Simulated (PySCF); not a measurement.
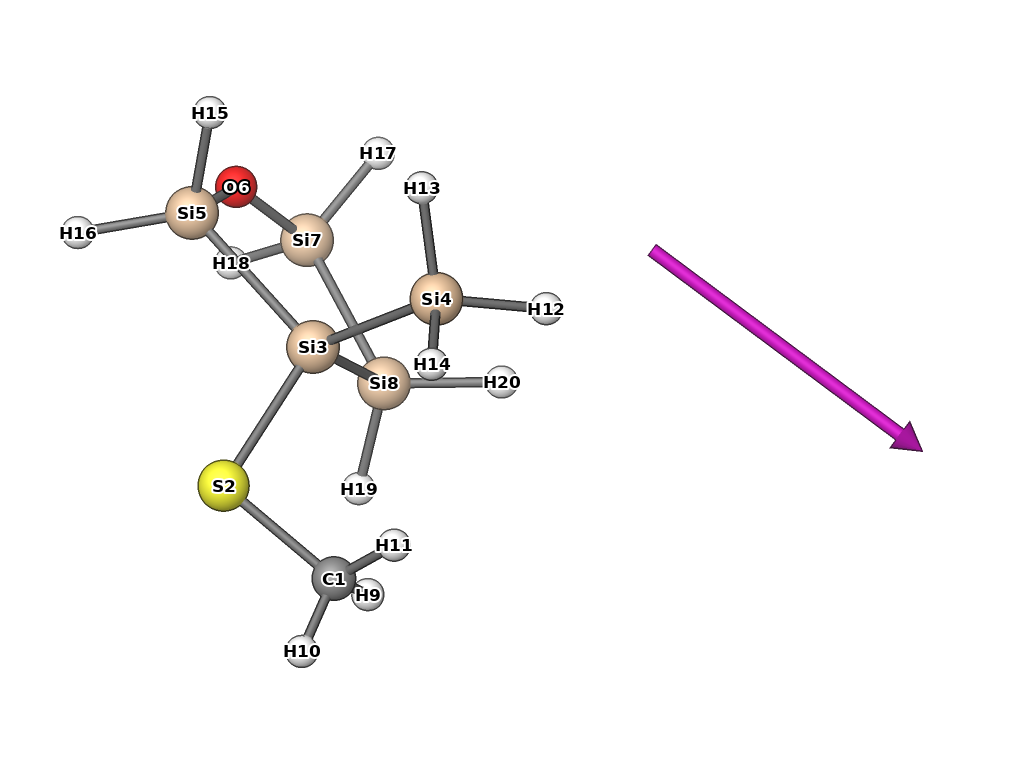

The arrow beside the molecule shows the direction of the dipole moment, from the negative to the positive end (its length means nothing). The computed structure is the end point of a GFN2-xTB optimisation. No frequency run is at hand to confirm it as a minimum. Properties computed with PBE0/pcSseg-1, gas phase (PySCF 2.14.0).

### How large is the dipole moment?

1.71 D; it points from the side of H16 to the side of H9, H11 (the outermost atoms at the two ends).

The geometry is semi-empirical. Around Si such bond lengths and angles can be off by a tenth of an ångström or more and by several degrees, and values that hang on the shape move with them.
